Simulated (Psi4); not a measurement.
**CH3Cl3Si (methyltrichlorosilane): revPBE/cc-pVDZ**

Aim: the energy change on altering one bond length of CH3Cl3Si (methyltrichlorosilane) at revPBE/cc-pVDZ, from 2 runs. Input form: a QCSchema input.

Program for the calculation: Psi4 1.11.

5 further runs of the same task are left out: 5 that didn't finish.

## 1. Starting point

CH3Cl3Si: 8 atoms, total charge 0, spin state singlet. As SMILES, `C[Si](Cl)(Cl)Cl`. The shape is that of a PBE0-D4/def2-TZVP optimisation.

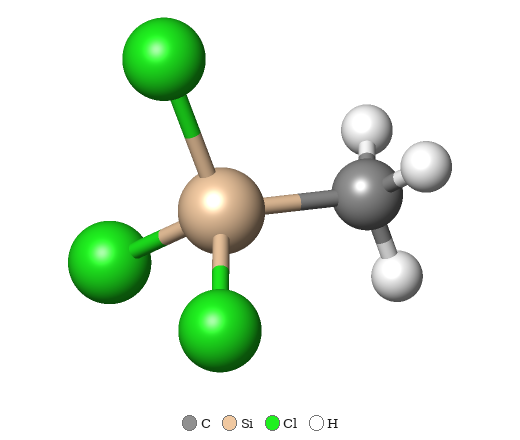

The structure, seen from a chosen angle (carbon grey, silicon light orange, chlorine green, hydrogen white).

## 2. Energy and forces at revPBE/cc-pVDZ

File job.json:

```json
{
  "schema_name": "qcschema_input",
  "schema_version": 1,
  "molecule": {
    "schema_name": "qcschema_molecule",
    "schema_version": 2,
    "symbols": ["C", "Si", "Cl", "Cl", "Cl", "H", "H", "H"],
    "geometry": [-1.37742137, -0.52836742, 1.29654109, 1.07506519, 0.3739768, -0.9990982, 4.46050954, -1.20942472, -0.0634948, 0.12453295, -0.81163737, -4.5395001, 1.51404857, 4.20086118, -1.08432485, -1.59587371, -2.57985411, 1.32432007, -0.84716422, 0.11546227, 3.18381057, -3.17965318, 0.33108002, 0.77629949],
    "molecular_charge": 0,
    "molecular_multiplicity": 1,
    "fix_symmetry": "c1",
    "fix_com": true,
    "fix_orientation": true
  },
  "driver": "gradient",
  "model": {
    "method": "revpbe",
    "basis": "cc-pVDZ"
  },
  "keywords": {
    "puream": true,
    "e_convergence": 1e-09,
    "d_convergence": 1e-08,
    "scf_type": "pk",
    "dft_radial_points": 99,
    "dft_spherical_points": 590,
    "scf_properties": ["LOWDIN_CHARGES", "DIPOLE", "MULLIKEN_CHARGES"]
  }
}
```

Started as:

```bash
psi4 --qcschema job.json -n 1 --memory 1600MB
```

stdout:

```text
[...]
  Running in c1 symmetry.
[...]
  Nuclear repulsion =  440.297333754780766
[...]
  Multiplicity = 1
[...]
  Nalpha       = 37
  Nbeta        = 37
[...]
    Number of basis functions: 101
[...]
   @RKS iter   1: -1709.53103343448834    2.68426e-01   7.61645e-03 DIIS/ADIIS
[...]
   @RKS iter  11: -1709.84718650750210    2.27374e-13   2.22846e-09 DIIS
[...]
    Orbital Energies [Eh]
    ---------------------
    Doubly Occupied:
       1A   -100.695543     2A   -100.695539     3A   -100.695527
       4A    -65.543115     5A     -9.923499     6A     -9.185795
       7A     -9.185749     8A     -9.185738     9A     -7.001900
      10A     -7.001895    11A     -7.001881    12A     -6.994579
      13A     -6.994576    14A     -6.994562    15A     -6.994475
      16A     -6.994472    17A     -6.994457    18A     -5.156975
      19A     -3.564455    20A     -3.564454    21A     -3.560408
      22A     -0.793775    23A     -0.755847    24A     -0.755832
      25A     -0.661496    26A     -0.479546    27A     -0.402850
      28A     -0.402848    29A     -0.366769    30A     -0.366764
      31A     -0.363046    32A     -0.312719    33A     -0.312714
      34A     -0.289648    35A     -0.289640    36A     -0.287791
[...]
  @RKS Final Energy: -1709.84718650750210
   => Energetics <=
    Nuclear Repulsion Energy =            440.2973337547807660
    One-Electron Energy =               -3238.4372192021041883
    Two-Electron Energy =                1200.3192623684171849
    DFT Exchange-Correlation Energy =    -112.0265634285957219
    Empirical Dispersion Energy =           0.0000000000000000
    VV10 Nonlocal Energy =                  0.0000000000000000
    Total Energy =                      -1709.8471865075021014
[...]
 Multipole Moments:
 ------------------------------------------------------------------------------------
     Multipole            Electronic (a.u.)      Nuclear  (a.u.)        Total (a.u.)
 ------------------------------------------------------------------------------------
 L = 1.  Multiply by 2.5417464519 to convert [e a0] to [Debye]
 Dipole X            :       -105.4310325          104.8482414           -0.5827912
 Dipole Y            :        -37.2034173           36.9887434           -0.2146739
 Dipole Z            :         98.1535580          -97.6081339            0.5454241
 Magnitude           :                                                    0.8265700
[...]
  Mulliken Charges: (a.u.)
   Center  Symbol    Alpha    Beta     Spin     Total
       1     C     3.07306  3.07306  0.00000 -0.14612
       2    SI     6.76633  6.76633  0.00000  0.46735
       3    CL     8.58560  8.58560  0.00000 -0.17119
       4    CL     8.58559  8.58559  0.00000 -0.17118
       5    CL     8.58562  8.58562  0.00000 -0.17125
       6     H     0.46794  0.46794  0.00000  0.06412
       7     H     0.46793  0.46793  0.00000  0.06414
       8     H     0.46793  0.46793  0.00000  0.06413
   Total alpha = 37.00000, Total beta = 37.00000, Total charge = -0.00000
[...]
  -Total Gradient:
     Atom            X                  Y                   Z
    ------   -----------------  -----------------  -----------------
       1        0.002023437543     0.000723018841    -0.001898768162
       2        0.005329446821     0.001927819671    -0.005004566939
       3       -0.018968289570     0.008964916876    -0.005371641045
       4        0.005468704589     0.006726837121     0.019852848935
       5       -0.002361151185    -0.021494410117     0.000380321505
       6        0.001379825346     0.010837496958    -0.000371259953
       7       -0.002532612775    -0.003275575884    -0.010077659117
       8        0.009663602739    -0.004407366923     0.002495312601
[...]
```

The result, in JSON:

```text
{
 "driver": "gradient",
 "model": {
  "method": "revpbe",
  "basis": "cc-pVDZ"
 },
 "success": true,
 "return_result": [0.0020234375430467112, 0.0007230188413657815, -0.0018987681621565923, 0.005329446821117304, 0.0019278196711120538, -0.005004566939469187, -0.01896828956963731, 0.008964916875573006, -0.0053716410447113075, 0.00546870458938576, 0.006726837120566306, 0.019852848935147438, -0.0023611511845623018, -0.02149441011746056, 0.0003803215052752564, 0.001379825346032159, 0.01083749695788866, -0.00037125995345941134, -0.0025326127745476518, -0.003275575883982945, -0.010077659116532939, 0.009663602739376637, -0.004407366922749664, 0.0024953126007568327],
 "properties": {
  "calcinfo_nbasis": 101,
  "calcinfo_nmo": 101,
  "calcinfo_nalpha": 37,
  "calcinfo_nbeta": 37,
  "calcinfo_natom": 8,
  "nuclear_repulsion_energy": 440.29733375478077,
  "return_energy": -1709.847186507502,
  "return_gradient": [0.0020234375430467112, 0.0007230188413657815, -0.0018987681621565923, 0.005329446821117304, 0.0019278196711120538, -0.005004566939469187, -0.01896828956963731, 0.008964916875573006, -0.0053716410447113075, 0.00546870458938576, 0.006726837120566306, 0.019852848935147438, -0.0023611511845623018, -0.02149441011746056, 0.0003803215052752564, 0.001379825346032159, 0.01083749695788866, -0.00037125995345941134, -0.0025326127745476518, -0.003275575883982945, -0.010077659116532939, 0.009663602739376637, -0.004407366922749664, 0.0024953126007568327],
  "scf_one_electron_energy": -3238.437219202104,
  "scf_two_electron_energy": 1200.3192623684172,
  "scf_xc_energy": -112.02656342859572,
  "scf_dipole_moment": [-0.5827911805977664, -0.2146739015711745, 0.5454241441976393],
  "scf_total_energy": -1709.847186507502,
  "scf_total_gradient": [0.0020234375430467112, 0.0007230188413657815, -0.0018987681621565923, 0.005329446821117304, 0.0019278196711120538, -0.005004566939469187, -0.01896828956963731, 0.008964916875573006, -0.0053716410447113075, 0.00546870458938576, 0.006726837120566306, 0.019852848935147438, -0.0023611511845623018, -0.02149441011746056, 0.0003803215052752564, 0.001379825346032159, 0.01083749695788866, -0.00037125995345941134, -0.0025326127745476518, -0.003275575883982945, -0.010077659116532939, 0.009663602739376637, -0.004407366922749664, 0.0024953126007568327],
  "scf_iterations": 11
 }
}
```

Run time: 88 s. Hardware: 1 thread of Intel Xeon 6975P-C (Granite Rapids), shared host; peak memory 0.8 GiB.

## 3. The distorted shape, same level

File input.json:

```json
{
 "schema_name": "qcschema_input",
 "schema_version": 1,
 "molecule": {
  "schema_name": "qcschema_molecule",
  "schema_version": 2,
  "symbols": ["C", "Si", "Cl", "Cl", "Cl", "H", "H", "H"],
  "geometry": [-0.61700125, 0.42011635, 4.12884182, 1.83548532, 1.32246058, 1.83320253, 5.22092967, -0.26094094, 2.76880593, 0.12453295, -0.81163737, -4.5395001, 2.27446869, 5.14934495, 1.74797588, -0.83545359, -1.63137033, 4.1566208, -0.0867441, 1.06394604, 6.0161113, -2.41923305, 1.27956379, 3.60860022],
  "molecular_charge": 0,
  "molecular_multiplicity": 1,
  "fix_symmetry": "c1",
  "fix_com": true,
  "fix_orientation": true
 },
 "driver": "gradient",
 "model": {
  "method": "revpbe",
  "basis": "cc-pVDZ"
 },
 "keywords": {
  "puream": true,
  "e_convergence": 1e-09,
  "d_convergence": 1e-08,
  "scf_type": "pk",
  "dft_radial_points": 99,
  "dft_spherical_points": 590
 }
}
```

Started as:

```bash
psi4 --qcschema input.json -n 1 --memory 1600MB
```

stdout, cut to the lines that bear on the results:

```text
[...]
  Running in c1 symmetry.
[...]
  Nuclear repulsion =  377.672279671678041
[...]
  Multiplicity = 1
[...]
  Nalpha       = 37
  Nbeta        = 37
[...]
    Number of basis functions: 101
[...]
   @RKS iter   1: -1709.31354305396417    9.23888e-02   7.99846e-03 ADIIS/DIIS
[...]
   @RKS iter  16: -1709.72588238202343    0.00000e+00   8.16761e-10 DIIS
[...]
  @RKS Final Energy: -1709.72588238202343
   => Energetics <=
    Nuclear Repulsion Energy =            377.6722796716780408
    One-Electron Energy =               -3112.4886615200539381
    Two-Electron Energy =                1136.9518482339954062
    DFT Exchange-Correlation Energy =    -111.8613487676430083
    Empirical Dispersion Energy =           0.0000000000000000
    VV10 Nonlocal Energy =                  0.0000000000000000
    Total Energy =                      -1709.7258823820234284
[...]
 Multipole Moments:
 ------------------------------------------------------------------------------------
     Multipole            Electronic (a.u.)      Nuclear  (a.u.)        Total (a.u.)
 ------------------------------------------------------------------------------------
 L = 1.  Multiply by 2.5417464519 to convert [e a0] to [Debye]
 Dipole X            :       -148.1691732          148.1921885            0.0230153
 Dipole Y            :        -90.5132454           91.0523186            0.5390732
 Dipole Z            :        -61.0413285           63.8330077            2.7916792
 Magnitude           :                                                    2.8433436
[...]
  -Total Gradient:
     Atom            X                  Y                   Z
    ------   -----------------  -----------------  -----------------
       1        0.012394025073     0.007435048646     0.003760327080
       2        0.001533005904     0.004260331742     0.018314454313
       3       -0.012370812773     0.008899631835     0.002167781157
       4       -0.006069257147    -0.007951454384    -0.024627477463
       5        0.000081633567    -0.013930241066     0.006479581658
       6        0.001621629659     0.010672389531     0.000134030165
       7       -0.006779789424    -0.005404963887    -0.009121687353
       8        0.009583603979    -0.003984130918     0.002892253583
[...]
```

The result, in JSON:

```text
{
 "driver": "gradient",
 "model": {
  "method": "revpbe",
  "basis": "cc-pVDZ"
 },
 "success": true,
 "return_result": [0.01239402507325655, 0.007435048646105787, 0.0037603270802177916, 0.001533005904181664, 0.004260331741527651, 0.018314454313247158, -0.01237081277259347, 0.008899631834751856, 0.0021677811567244742, -0.00606925714675235, -0.007951454383871506, -0.024627477462775035, 8.163356717471801e-05, -0.013930241066376359, 0.006479581658419837, 0.0016216296590619572, 0.010672389531480031, 0.00013403016482772942, -0.0067797894243019075, -0.005404963886848163, -0.009121687352796726, 0.009583603979029992, -0.003984130918228232, 0.0028922535828356938],
 "properties": {
  "calcinfo_nbasis": 101,
  "calcinfo_nmo": 101,
  "calcinfo_nalpha": 37,
  "calcinfo_nbeta": 37,
  "calcinfo_natom": 8,
  "nuclear_repulsion_energy": 377.67227967167804,
  "return_energy": -1709.7258823820234,
  "return_gradient": [0.01239402507325655, 0.007435048646105787, 0.0037603270802177916, 0.001533005904181664, 0.004260331741527651, 0.018314454313247158, -0.01237081277259347, 0.008899631834751856, 0.0021677811567244742, -0.00606925714675235, -0.007951454383871506, -0.024627477462775035, 8.163356717471801e-05, -0.013930241066376359, 0.006479581658419837, 0.0016216296590619572, 0.010672389531480031, 0.00013403016482772942, -0.0067797894243019075, -0.005404963886848163, -0.009121687352796726, 0.009583603979029992, -0.003984130918228232, 0.0028922535828356938],
  "scf_one_electron_energy": -3112.488661520054,
  "scf_two_electron_energy": 1136.9518482339954,
  "scf_xc_energy": -111.86134876764301,
  "scf_dipole_moment": [0.02301528343281234, 0.539073210218902, 2.791679245136926],
  "scf_total_energy": -1709.7258823820234,
  "scf_total_gradient": [0.01239402507325655, 0.007435048646105787, 0.0037603270802177916, 0.001533005904181664, 0.004260331741527651, 0.018314454313247158, -0.01237081277259347, 0.008899631834751856, 0.0021677811567244742, -0.00606925714675235, -0.007951454383871506, -0.024627477462775035, 8.163356717471801e-05, -0.013930241066376359, 0.006479581658419837, 0.0016216296590619572, 0.010672389531480031, 0.00013403016482772942, -0.0067797894243019075, -0.005404963886848163, -0.009121687352796726, 0.009583603979029992, -0.003984130918228232, 0.0028922535828356938],
  "scf_iterations": 16
 }
}
```

Wall time 76 s (1 thread of Intel Xeon 6975P-C (Granite Rapids), shared host); peak memory 0.84 GiB.

## 4. Summary of results

At revPBE/cc-pVDZ:

| quantity | value |
| --- | --- |
| first shape: total energy | -1709.84719 Eh |
| first shape: dipole moment | 2.10 D |
| first shape: HOMO energy | -7.58 eV |
| first shape: LUMO energy | -0.47 eV |
| first shape: HOMO–LUMO gap | 7.12 eV |
| first shape: largest force on an atom | 1.114 eV/Å |
| distorted shape: total energy | -1709.72588 Eh |
| distorted shape: dipole moment | 7.23 D |
| distorted shape: HOMO energy | -5.58 eV |
| distorted shape: LUMO energy | -5.17 eV |
| distorted shape: HOMO–LUMO gap | 0.41 eV |
| distorted shape: largest force on an atom | 1.367 eV/Å |
| energy change with the Si2–Cl4 bond stretched from 2.039 to 3.670 Å | 3.301 eV |

One bond (distorted shape) is far stretched, which a spin-restricted single reference describes badly; a broken-symmetry solution may lie lower. With the Si2–Cl4 bond stretched from 2.039 to 3.670 Å the energy rises by 3.30 eV (76 kcal/mol). The first shape isn't relaxed at this level, so the change isn't measured from a minimum. A restricted reference can't describe the breaking bond well at this length. The largest force (first shape) is 1.11 eV/Å: the shape isn't a stationary point for this species at this level. Mulliken charges (first shape) run from -0.17 on Cl5 to +0.47 on Si2.
